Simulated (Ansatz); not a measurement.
# H₃O (doublet): one geometry, many settings at distance O1–H3 along a hydrogen transfer = 0.892 Å

What do other methods and options give for H₃O (doublet) at this geometry, and how long do they take?

The runs use Ansatz 0.2.0, Gaussian basis; the settings change from run to run.

4 further runs of the same task are left out: 4 that didn't finish.

**1. The geometry**

The geometry derives from fragments relaxed apart (PBE0/def2-TZVP) and kept rigid, so it is no stationary point. A hydrogen atom is moved between rigid fragments.

4 atoms, charge 0, spin multiplicity 2.

Atoms are counted from 1 here; the program's logs count them from 0.

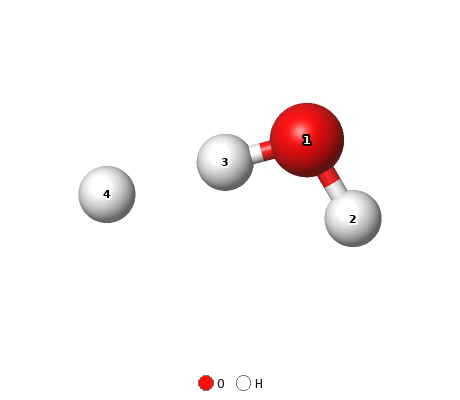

The structure; oxygen red, hydrogen white; atoms are numbered from 1 in the order of the file.

**2. BCCD on UHF/def2-TZVP**

in.yaml reads:

```yaml
crystal:
  periodic: [false, false, false]
  atoms:
    - {symbol: O, position_ang: [-0.149771, -0.049094, 0.000000]}
    - {symbol: H, position_ang: [-0.399081, 0.877481, 0.000000]}
    - {symbol: H, position_ang: [0.742229, -0.049094, 0.000000]}
    - {symbol: H, position_ang: [2.034229, -0.049094, 0.000000]}
basis:
  gaussian: {orbitals: def2-TZVP}
magnetization: {spin_polarized: true, initial_magnetization: 1}
correlation: {method: bccd, electrons: all}
scf: {lower_state_search: off}
```

Run with:

```sh
ansatz run in.yaml --threads 1 --pin off --events-out ev --progress --plain --max-ram 2393MiB
```

Standard output:

```text
Functional definition: HF
  name "HF"
  cite "Fock, Z. Phys. 61, 126 (1930) doi:10.1007/BF01340294"
  parent pbe
  exchange = exact_x
  correlation = 0
these checks for a lower state are left out or cut short: stability, starts, cluster_reference, orbital_swaps, neighbouring_geometries, increment
352 factors; integrals over basis functions are off by at most 1.3e-3 eV
mean field evaluation 1: about -2080.1189 eV, gradient 2.5e1 eV
mean field evaluation 2: about -2080.1193 eV, gradient 2.5e1 eV
mean field evaluation 4: about -2082.6531 eV, gradient 2.3e0 eV
mean field evaluation 8: about -2082.7244 eV, gradient 2.0e-3 eV
mean field -2082.72444043 eV, -76.5387114643 hartree, gradient 2.5e-6 eV, S^2 0.751993; 0 other end points of the search recorded, 0 dependent functions left out
reference -2082.72444043 eV, -76.5387114643 hartree; 6, 5 occupied and 43, 44 virtual orbitals, 352 factors
second order -7.44946609 eV of doubles, -0.00000000 eV of singles
cycle   1  -7.50645254 eV  change   -5.7e-2 eV  update   4.1e-2
cycle   2  -7.63189627 eV  change   -1.3e-1 eV  update   1.1e-2
cycle   3  -7.65247595 eV  change   -2.1e-2 eV  update   5.7e-3
cycle   4  -7.64957225 eV  change    2.9e-3 eV  update   2.0e-3
cycle   5  -7.64959243 eV  change   -2.0e-5 eV  update   1.2e-3
cycle   6  -7.64959554 eV  change   -3.1e-6 eV  update   4.4e-4
cycle   7  -7.64972876 eV  change   -1.3e-4 eV  update   1.2e-4
cycle   8  -7.64969397 eV  change    3.5e-5 eV  update   4.6e-5
cycle   9  -7.64969632 eV  change   -2.3e-6 eV  update   1.5e-5
cycle  10  -7.64969437 eV  change    2.0e-6 eV  update   5.7e-6
Total energy: -2090.37413479 eV, -76.8198325472 hartree
Checks for a lower state left out: stability, starts, cluster_reference, orbital_swaps, neighbouring_geometries, increment
```

Wall time 1.1 s (1 thread of Arm Neoverse V1, shared host).

From the report: ⟨S²⟩ of the determinant 0.752 (pure doublet: 0.75); correlation -7.6497 eV; largest double amplitude 0.04.

**3. FCI/STO-3G**

in.yaml, as its differences from that of step 2:

```diff
@@ -8,5 +8,5 @@
 basis:
-  gaussian: {orbitals: def2-TZVP}
-magnetization: {spin_polarized: true, initial_magnetization: 1}
-correlation: {method: bccd, electrons: all}
-scf: {lower_state_search: off}
+  gaussian: {orbitals: STO-3G, point_charges: [{charge: -0.50, position_ang: [6.012, 0.156, 0.094]}]}
+magnetization: {spin_polarized: false, initial_magnetization: 1}
+correlation: {method: fci, electrons: outside_noble_gas}
+output: {forces: true}
```

The command is unchanged.

Standard output, cut to the lines that bear on the results:

```text
Functional definition: HF
  name "HF"
  cite "Fock, Z. Phys. 61, 126 (1930) doi:10.1007/BF01340294"
  parent pbe
[...]
107 factors; integrals over basis functions are off by at most 6.0e-8 eV
[...]
mean field -2051.87349122 eV, -75.4049599924 hartree, gradient 2.2e-6 eV, S^2 0.750000; 0 other end points of the search recorded, 0 dependent functions left out
[...]
1 core orbitals not correlated: weight in the atoms' cores, before any rotation towards them, 1.000 or more for the frozen orbitals, at most 0.000 for the correlated occupied ones
reference -2051.87349122 eV, -75.4049599924 hartree; 5, 4 occupied and 2, 3 virtual orbitals, 107 factors
state -2053.15094579 eV, -75.4519055820 hartree
[...]
Total energy: -2053.15094579 eV, -75.4519055820 hartree
Atom 0 at    -0.149771    -0.049094     0.000000 Å, force    -9.913570    -3.945794    -0.001752 eV/Å
Atom 1 at    -0.399081     0.877481     0.000000 Å, force    -0.217995     3.338173     0.000723 eV/Å
Atom 2 at     0.742229    -0.049094     0.000000 Å, force     8.953362     0.560845     0.001416 eV/Å
Atom 3 at     2.034229    -0.049094     0.000000 Å, force     1.198514     0.040830     0.000153 eV/Å
Dipole moment:     0.244240     0.260360     0.000001 e Å
```

Wall time 0.15 s (1 thread of Arm Neoverse V1, shared host).

From the report: 735 determinants.

**4. CISDT/6-31G**

in.yaml reads:

```yaml
crystal:
  periodic: [false, false, false]
  atoms:
    - {symbol: O, position_ang: [-0.149771, -0.049094, 0.000000]}
    - {symbol: H, position_ang: [-0.399081, 0.877481, 0.000000]}
    - {symbol: H, position_ang: [0.742229, -0.049094, 0.000000]}
    - {symbol: H, position_ang: [2.034229, -0.049094, 0.000000]}
basis:
  gaussian: {orbitals: 6-31G}
magnetization: {spin_polarized: false, initial_magnetization: 1}
correlation: {active_space: {ras: {orbitals: [5, 1, 9], electrons: 11, max_holes: 3, max_particles: 3}, fixed_orbitals: true}}
```

Same command.

Standard output:

```text
Functional definition: HF
  name "HF"
  cite "Fock, Z. Phys. 61, 126 (1930) doi:10.1007/BF01340294"
  parent pbe
  exchange = exact_x
  correlation = 0
171 factors; integrals over basis functions are off by at most 3.6e-4 eV
mean field evaluation 1: about -2078.3827 eV, gradient 3.0e1 eV
mean field evaluation 2: about -2078.3832 eV, gradient 3.0e1 eV
mean field evaluation 4: about -2080.5434 eV, gradient 2.3e0 eV
mean field evaluation 8: about -2080.5711 eV, gradient 5.7e-4 eV
mean field -2080.57113568 eV, -76.4595789745 hartree, gradient 1.3e-6 eV, S^2 0.750000; 0 other end points of the search recorded, 0 dependent functions left out
reference -2080.57113568 eV, -76.4595789745 hartree; 6, 5 occupied and 9, 10 virtual orbitals, 171 factors
state -2084.12150060 eV, -76.5900524786 hartree
Total energy: -2084.12150060 eV, -76.5900524786 hartree
```

Wall time 0.93 s (1 thread of Arm Neoverse V1, shared host).

From the report: 43,519 determinants.

**5. CCSDT(Q) on ROHF/cc-pVDZ**

in.yaml, as its differences from that of step 4:

```diff
@@ -8,4 +8,6 @@
 basis:
-  gaussian: {orbitals: 6-31G}
+  gaussian: {orbitals: cc-pVDZ, fitting: {mean_field: def2-universal-jkfit}}
 magnetization: {spin_polarized: false, initial_magnetization: 1}
-correlation: {active_space: {ras: {orbitals: [5, 1, 9], electrons: 11, max_holes: 3, max_particles: 3}, fixed_orbitals: true}}
+hamiltonian: {pseudopotentials: {relativity: scalar}}
+correlation: {method: ccsdt_q, electrons: all, diis_vectors: 1}
+scf: {lower_state_search: off}
```

Launched as before.

Standard output, cut to the lines that bear on the results:

```text
Functional definition: HF
  name "HF"
  cite "Fock, Z. Phys. 61, 126 (1930) doi:10.1007/BF01340294"
  parent pbe
[...]
131 factors; integrals over basis functions are off by at most 4.4e-1 eV
[...]
mean field -2083.12890663 eV, -76.5535753232 hartree, gradient 1.9e-6 eV, S^2 0.750000; 0 other end points of the search recorded, 0 dependent functions left out
reference -2083.12890663 eV, -76.5535753232 hartree; 6, 5 occupied and 23, 24 virtual orbitals, 131 factors
second order -5.59416196 eV of doubles, -0.01131842 eV of singles
cycle   1  -5.74991901 eV  change   -1.4e-1 eV  update   4.2e-2
[...]
cycle  24  -5.97093906 eV  change   -3.4e-7 eV  update   9.6e-7
perturbative correction -0.01235724 eV, -0.0004541200 hartree
Total energy: -2089.11220292 eV, -76.7734574063 hartree
Relativity: scalar
Checks for a lower state left out: stability, starts, cluster_reference, orbital_swaps, neighbouring_geometries, increment
```

It took 14 s on 1 thread of Arm Neoverse V1, shared host; peak memory 0.27 GiB.

From the report: correlation -5.9833 eV; T1 0.011; largest double amplitude 0.05.

**6. All runs side by side**

| level | correlated | functions | energy (eV) | time |
| --- | --- | --- | --- | --- |
| BCCD on UHF/def2-TZVP | all | 49 | -2090.3741 | 1.1 s |
| FCI/STO-3G (beside a point charge) | outside noble gas | 8 | -2053.1509 | 0.15 s |
| CISDT/6-31G | all | 15 | -2084.1215 | 0.93 s |
| CCSDT(Q) on ROHF/cc-pVDZ (relativity set) | all | 29 | -2089.1122 | 14 s |

**7. Results**

| quantity | value |
| --- | --- |
| runs | 4 |
| quickest | FCI/STO-3G (beside a point charge), 0.15 s |
| slowest | CCSDT(Q) on ROHF/cc-pVDZ (relativity set), 14 s |

In words: Total energies in different bases, with other cores or another treatment of relativity can't be set against each other. CCSDT(Q) on ROHF/cc-pVDZ (relativity set) took 97 times as long as FCI/STO-3G (beside a point charge); the jobs differ in more than the method.
